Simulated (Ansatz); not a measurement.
# Calculations on C2H11NSSi2

Part 1: Relaxation

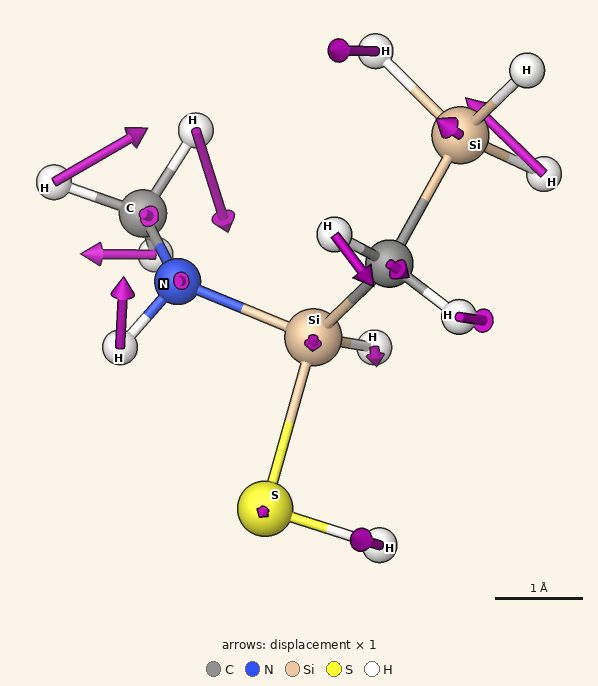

This is a relaxation of C$_{2}$H$_{11}$NSSi$_{2}$. The starting structure is drawn; purple arrows show the displacements, at their true length. The two geometries are superimposed by the best rigid fit.

Style: ball-and-stick. Shown from a free direction.

The run prepares an end point of a later path (torsion) calculation, from a guessed geometry.

Level of theory: RHF/cc-pVDZ (Ansatz). Set-up: no spin polarisation; force threshold 0.015 eV/Å; at most 40 steps.

> Which element moves most?

Hydrogen: up to 1.60 Å, against 0.43 Å for silicon.

> Describe the change and its energy.

The largest move after the best rigid fit is that of an H atom, 1.60 Å. Largest moves by element: H 1.60 Å, Si 0.43 Å, C 0.36 Å, N 0.24 Å, S 0.14 Å. Some distances before and after: C–Si 1.804 → 1.890 Å, H–S 1.391 → 1.340 Å, C–H 1.140 → 1.090 Å, C–Si 1.866 → 1.898 Å. Bond angles that change, for instance: Si–N–H 108.1° → 118.7°, C–N–H 104.7° → 113.7°, Si–C–Si 106.6° → 115.2°. Groups turn about C–Si by about 35°, S–Si by about 30°. After 32 accepted moves (37 points after the start) the energy has fallen by 0.637 eV. Largest force component: 2.7 eV/Å at the start, 0.013 eV/Å at the end. The line search rejected the trial steps at points 11, 12, 15, 35, 36 of the run. The forces were under the threshold at step 32, but the run went on from there. The run took 2.4 min on 2 threads of Arm Neoverse V2, with other jobs on the host, peak memory 0.46 GiB.

Part 2: Relaxation

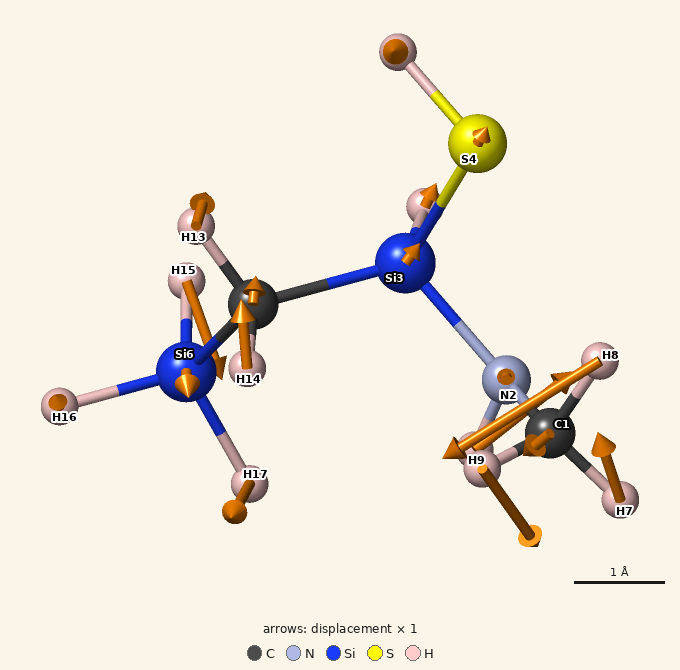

A relaxation of C₂H₁₁NSSi₂. The starting structure is drawn; orange arrows show the displacements, at their true length. The two geometries are superimposed by the best rigid fit.

Style: ball-and-stick. Shown at a tilt.

The run prepares an end point of a later path (torsion) calculation, from a guessed geometry.

Theory: Ansatz 0.2.0, RHF/cc-pVDZ.

Input file:
```yaml
crystal:
  periodic: [false, false, false]
  atoms:
    - { symbol: C, position_ang: [2.0931, 0.3111, 1.2779] }
    - { symbol: "N", position_ang: [1.5683, -0.1605, -0.0102] }
    - { symbol: Si, position_ang: [0.0188, -0.8653, -0.2907] }
    - { symbol: S, position_ang: [-1.19831, 0.5032, 0.84349] }
    - { symbol: C, position_ang: [-0.14339, -2.5376, 0.36663] }
    - { symbol: Si, position_ang: [0.55771, -3.68851, -0.92467] }
    - { symbol: H, position_ang: [3.0638, 0.8025, 1.1414] }
    - { symbol: H, position_ang: [1.4242, 1.1561, 1.6492] }
    - { symbol: H, position_ang: [2.1315, -0.4231, 2.0562] }
    - { symbol: H, position_ang: [2.2728, -0.8006, -0.356] }
    - { symbol: H, position_ang: [-0.30154, -0.6724, -1.74513] }
    - { symbol: H, position_ang: [-2.38114, -0.08588, 0.40954] }
    - { symbol: H, position_ang: [-1.2012, -2.8423, 0.53575] }
    - { symbol: H, position_ang: [0.38533, -2.69157, 1.2822] }
    - { symbol: H, position_ang: [-0.22321, -3.55444, -2.20598] }
    - { symbol: H, position_ang: [0.43973, -5.09629, -0.47529] }
    - { symbol: H, position_ang: [2.01454, -3.45119, -1.19169] }
basis:
  gaussian: { orbitals: cc-pVDZ }
hamiltonian:
  xc: hf
relax:
  f_tol: 0.015
  max_steps: 40
```

Command:
```bash
ansatz run input.yaml --threads 2 --pin off --max-ram 3072MiB --backend cpu --events-out ev --progress --plain --runs-dir out
```

Atoms of which element are displaced furthest, and by how much?

Hydrogen: up to 2.09 Å, against 0.52 Å for carbon.

What did the optimiser do to the structure, and how much energy did it gain?

After 32 accepted moves (37 points after the start) the energy has fallen by 68.5 kJ/mol. Largest force component: 2.8 eV/Å at the start, 0.013 eV/Å at the end. The line search rejected the trial steps at points 5, 13, 14, 24, 29 of the run. The largest move after the best rigid fit is that of H8, 2.09 Å. Largest moves by element: H 2.09 Å, C 0.52 Å, Si 0.45 Å, S 0.25 Å, N 0.20 Å. Some distances before and after: Si3–C5 1.804 → 1.884 Å, S4–H12 1.391 → 1.341 Å, C1–H8 1.140 → 1.091 Å, Si3–S4 2.154 → 2.189 Å. Among the angles between lasting bonds that change: N2–Si3–S4 99.3° → 109.2°, Si3–C5–Si6 106.6° → 115.5°, C1–N2–H10 104.7° → 112.8°. Groups turn about Si3–C5 by about 30°.

Part 3: Path

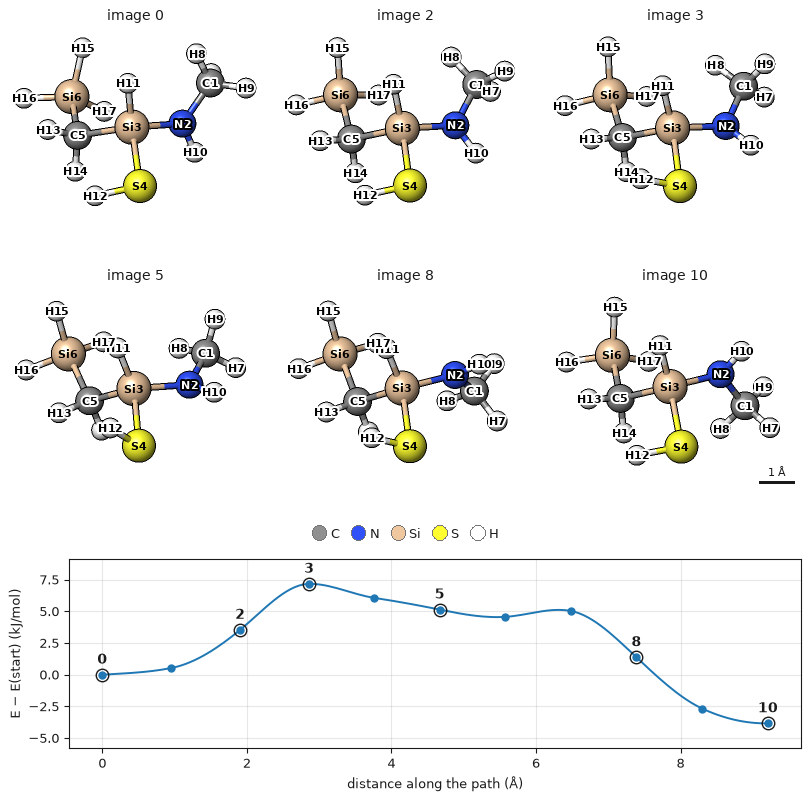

NEB run on C2H11NSSi2. Images are numbered from 0 (start) to 10 (end). The picture is a ball-and-stick view, seen from a free direction.

Method: RHF/cc-pVDZ (Ansatz).

Input
```yaml
crystal:
  periodic: [false, false, false]
  atoms:
    - { symbol: C, position_ang: [1.951673, 0.141231, 1.55319] }
    - { symbol: "N", position_ang: [1.495669, -0.213002, 0.222478] }
    - { symbol: Si, position_ang: [0.061243, -1.068597, -0.205859] }
    - { symbol: S, position_ang: [0.679227, -2.610195, -1.616866] }
    - { symbol: C, position_ang: [-1.301008, -0.031809, -1.006238] }
    - { symbol: Si, position_ang: [-1.671521, 1.619412, -0.146719] }
    - { symbol: H, position_ang: [1.971491, 1.224604, 1.706233] }
    - { symbol: H, position_ang: [1.281901, -0.283776, 2.301021] }
    - { symbol: H, position_ang: [2.954085, -0.247849, 1.751948] }
    - { symbol: H, position_ang: [2.10671, 0.097876, -0.507816] }
    - { symbol: H, position_ang: [-0.468718, -1.663649, 1.046272] }
    - { symbol: H, position_ang: [-0.493106, -2.741571, -2.25256] }
    - { symbol: H, position_ang: [-2.220739, -0.62883, -1.026107] }
    - { symbol: H, position_ang: [-1.039992, 0.181949, -2.048496] }
    - { symbol: H, position_ang: [-1.807207, 1.429646, 1.325168] }
    - { symbol: H, position_ang: [-2.943208, 2.199916, -0.659996] }
    - { symbol: H, position_ang: [-0.5755, 2.594343, -0.395552] }
basis:
  gaussian: { orbitals: cc-pVDZ }
hamiltonian:
  xc: hf
neb:
  order_check: false
  images: 9
  f_tol: 0.05
  max_iterations: 31
  initial_path: idpp
  final_atoms:
    - { symbol: C, position_ang: [2.16164665, 0.33076814, 0.71130147] }
    - { symbol: "N", position_ang: [1.01128435, -0.45775635, 1.11868079] }
    - { symbol: Si, position_ang: [-0.14518999, -1.17215751, 0.04993917] }
    - { symbol: S, position_ang: [0.88818699, -2.51957374, -1.33073341] }
    - { symbol: C, position_ang: [-1.10436588, 0.11601333, -0.93526266] }
    - { symbol: Si, position_ang: [-1.7973726, 1.56829218, 0.07527002] }
    - { symbol: H, position_ang: [3.04939029, -0.27691265, 0.50856412] }
    - { symbol: H, position_ang: [1.93021676, 0.88634541, -0.19865182] }
    - { symbol: H, position_ang: [2.41646289, 1.06299637, 1.48045434] }
    - { symbol: H, position_ang: [1.15759444, -0.93746109, 1.98716438] }
    - { symbol: H, position_ang: [-1.07251912, -1.95351541, 0.90483457] }
    - { symbol: H, position_ang: [-0.11928684, -2.67550363, -2.20134685] }
    - { symbol: H, position_ang: [-1.94163684, -0.3930807, -1.42730625] }
    - { symbol: H, position_ang: [-0.47457114, 0.51749006, -1.73599012] }
    - { symbol: H, position_ang: [-2.49170819, 1.07811368, 1.29730068] }
    - { symbol: H, position_ang: [-2.78011922, 2.33118548, -0.74403828] }
    - { symbol: H, position_ang: [-0.70701257, 2.49445544, 0.47992085] }
```

Run as
```bash
ansatz run input.yaml --threads 2 --pin off --max-ram 3072MiB --backend cpu --events-out ev --progress --plain --runs-dir out
```

> Describe the mechanism and the energy profile.

The highest point, image 3, lies 7.2 kJ/mol above the start and 11.0 kJ/mol above the end; the end is at −3.8 kJ/mol relative to the start. The motion is a rotation about the N2–Si3 bond by about 155°. No bond forms or breaks between the ends. Among the angles between lasting bonds that change up to the highest image: N2–Si3–H11 106.6° → 113.2°, Si3–C5–Si6 115.2° → 120.1°. The band converged in 21 iterations. The largest component of the band force went from 2.3 to 0.033 eV/Å. The climbing image converged on the top of the path. Its vibrational analysis gives one imaginary mode (112i cm⁻¹), as a transition state must have.

Cost: 11 min on 2 threads of Arm Neoverse V2, on a shared host, peak memory 0.47 GiB.
